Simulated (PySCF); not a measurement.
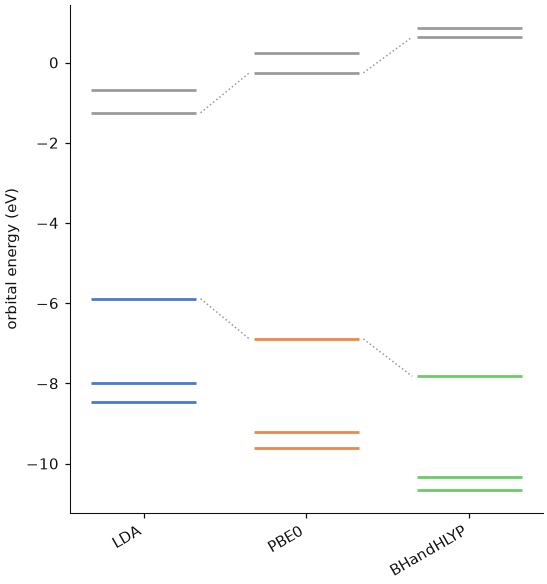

Frontier orbital energies of P₂H₄, SMILES PP at one geometry, def2-SVPD, PySCF, at a PBE0-D3(BJ)/def2-SVP geometry (no frequency check). Empty levels are grey, levels within 0.1 eV stand side by side; all columns show the same few orbitals around the gap. Dotted lines join the HOMOs and the LUMOs.

**Compare the HOMO-LUMO separations.**

The separation grows from 4.64 eV (LDA) to 8.46 eV (BHandHLYP).

| level | HOMO (eV) | LUMO (eV) | separation (eV) |
| --- | --- | --- | --- |
| LDA | −5.89 | −1.25 | 4.64 |
| PBE0 | −6.89 | −0.26 | 6.64 |
| BHandHLYP | −7.82 | 0.63 | 8.46 |

Limits of at least one run: empty levels above zero depend strongly on the basis.
